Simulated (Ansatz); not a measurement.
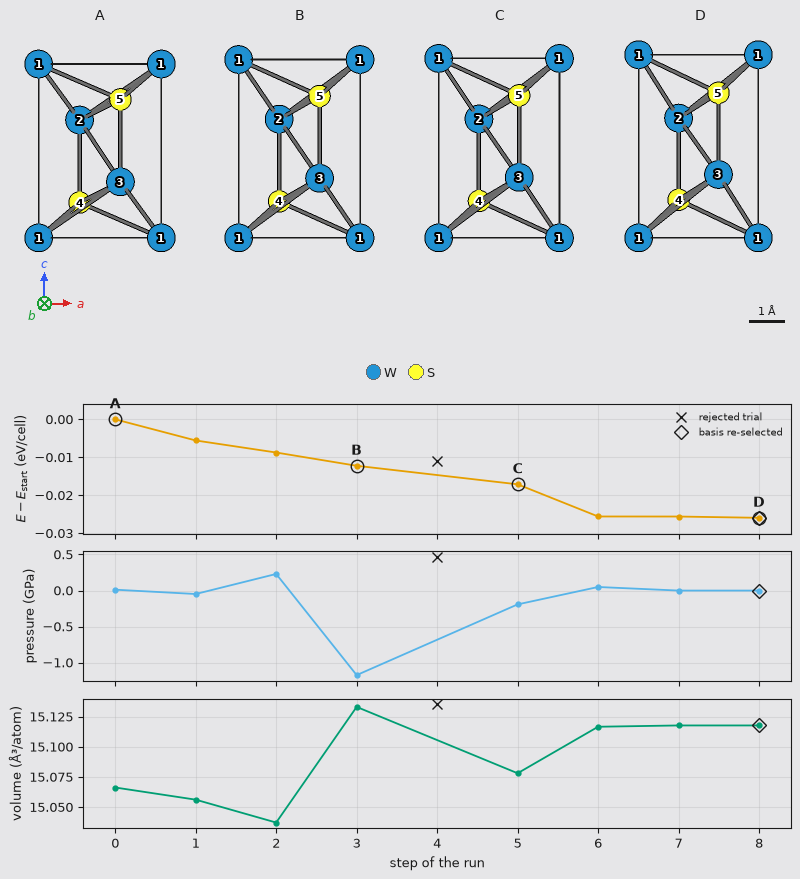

Frames of a relaxation of solid W₃S₂ (built on the A-type sesquioxide_164 type), marked on the history of the run. Style: ball-and-stick. Shown: the cell of the calculation, along the b axis.

Case: A-type sesquioxide type (P-3m1, No. 164).

The calculation used DFT PBE, scalar-relativistic, plane waves, PAW in Ansatz.

Input
```yaml
crystal:
  lattice:
    - [4.1385245699, 0.0, 0.0]
    - [-2.069262285, 3.5840674117, 0.0]
    - [0.0, 0.0, 5.0787128107]
  atoms:
    - { symbol: W, position: [0.0, 0.0, 0.0] }
    - { symbol: W, position: [0.3333333333, 0.6666666667, 0.6777463667] }
    - { symbol: W, position: [0.6666666667, 0.3333333333, 0.3222536333] }
    - { symbol: S, position: [0.3333333333, 0.6666666667, 0.2033775808] }
    - { symbol: S, position: [0.6666666667, 0.3333333333, 0.7966224192] }
basis:
  ecutwfc: 420
kpoints:
  mp_grid: { grid: [12, 12, 8] }
hamiltonian:
  xc: pbe
scf:
  occupations: { method: gaussian, width: 0.1 }
output:
  forces: true
  stress: true
  eigenvalues: true
relax:
  adjacent_minimum: "off"
  f_tol: 0.01
  max_steps: 80
  cell: { stress_tol: 0.05 }
```

Launched with:
```bash
ansatz run input.yaml --threads 1 --pin off --max-ram 2560MiB --backend cpu --events-out ev --progress --plain --runs-dir out
```

> Describe the path.

The largest moves relative to the cell, 0.13 Å, are those of W2 and W3. W2 goes along −c. Largest moves by element: W 0.13 Å, S 0.02 Å. The drawn cell changes as follows: a = b 4.139 → 4.039 Å (−2.4 %), c 5.079 → 5.351 Å (+5.4 %); the volume changes by +0.3 %. Some distances before and after: W2–S4 2.670 → 2.965 Å, W2–W3 2.995 → 2.855 Å, W1–W2 2.896 → 2.978 Å, W2–S4 (another image) 2.409 → 2.386 Å. The space group stays P-3m1 (No. 164). The energy falls by 25.9 meV per cell of the calculation in 6 accepted moves (8 points after the start). Largest force component: 0.15 eV/Å at the start, 0.0014 eV/Å at the end. Pressure: 0.01 GPa at the start and 0.00 GPa at the end. The line search rejected the trial step at point 4 of the run. At 1 point the geometry stayed and the basis and grid were re-selected for the new cell (energy shift of 0.3 meV per cell of the calculation at most each time). From step 0 to 3: W atoms move most (0.06 Å), volume +0.4 %, energy −12.2 meV per cell of the calculation. From step 3 to 5: W atoms move most (0.02 Å), volume −0.4 %, energy −4.9 meV per cell of the calculation. From step 5 to 8: W atoms move most (0.05 Å), volume +0.3 %, energy −8.8 meV per cell of the calculation.

| step | E − E(0), meV/atom | largest force component, eV/Å | pressure, GPa | volume, Å³/atom | note |
| --- | --- | --- | --- | --- | --- |
| 0 | 0.00 | 0.1478 | 0.01 | 15.066 |  |
| 1 | -1.11 | 0.0798 | -0.05 | 15.056 |  |
| 2 | -1.75 | 0.0126 | 0.23 | 15.037 |  |
| 3 | -2.45 | 0.0774 | -1.17 | 15.133 |  |
| 4 | -2.17 | 0.1481 | 0.47 | 15.135 | rejected |
| 5 | -3.42 | 0.0774 | -0.19 | 15.078 |  |
| 6 | -5.12 | 0.0095 | 0.05 | 15.117 |  |
| 7 | -5.12 | 0.0014 | 0.00 | 15.118 |  |
| 8 | -5.19 | 0.0014 | 0.00 | 15.118 | same geometry, new basis |
